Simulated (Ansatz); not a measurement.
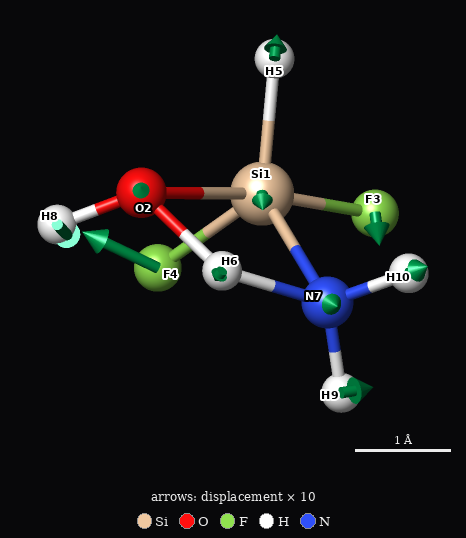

This is a constrained relaxation of SiNH5OF2. The starting structure is drawn; green arrows show the displacements, 10 times their true length. The two geometries are superimposed by the best rigid fit.

The picture is a ball-and-stick view, seen from a free direction.

The reaction that was planned forms Si1–N7, O2–H6 and breaks Si1–O2, H6–N7 (atoms numbered from 1 in input order).

Theory: Ansatz 0.2.0, RKS PBE0-D4/def2-SVP.

The input:
```yaml
crystal:
  periodic: [false, false, false]
  atoms:
    - {symbol: Si, position_ang: [0.487500, 0.640500, 0.205500]}
    - {symbol: O, position_ang: [0.913000, -1.174200, -0.420600]}
    - {symbol: F, position_ang: [-0.131300, 2.080000, 0.688000]}
    - {symbol: F, position_ang: [0.812700, 0.159700, 1.706000]}
    - {symbol: H, position_ang: [1.415700, 1.137800, -0.771900]}
    - {symbol: H, position_ang: [-0.308900, -1.103200, -0.522400]}
    - {symbol: N, position_ang: [-1.102500, -0.098300, -0.327300]}
    - {symbol: H, position_ang: [1.251300, -1.816700, 0.202500]}
    - {symbol: H, position_ang: [-1.818800, -0.145900, 0.386900]}
    - {symbol: H, position_ang: [-1.518700, 0.320200, -1.146700]}
basis:
  gaussian: {orbitals: def2-SVP}
hamiltonian: {xc: pbe0, dispersion: d4}
relax: {f_tol: 0.04, max_steps: 150, escape_saddle: false, constraints: [{distance: [0, 6]}, {distance: [1, 5]}, {distance: [0, 1]}, {distance: [5, 6]}]}
```

Command:
```bash
ansatz run in.yaml --threads 4 --pin off --events-out ev --progress --plain --max-ram 9574MiB
```

What happened in the run?

F4 moves most after the best rigid fit: 0.092 Å. Largest moves by element: F 0.092 Å, H 0.074 Å, N 0.026 Å, Si 0.024 Å, O 0.016 Å. Some distances before and after: Si1–H5 1.437 → 1.477 Å, Si1–F4 1.609 → 1.634 Å, N7–H10 1.010 → 1.021 Å, O2–H8 0.957 → 0.965 Å. Among the angles between lasting bonds that change: Si1–O2–H8 119.3° → 113.8°, F4–Si1–H5 127.4° → 123.8°, F4–Si1–N7 109.0° → 111.4°. Over 4 geometry steps the energy falls by 5.94 kJ/mol. Largest force component: 0.68 eV/Å at the start, 0.026 eV/Å at the end. The run took 16 s on 4 threads of AMD EPYC (shared host).
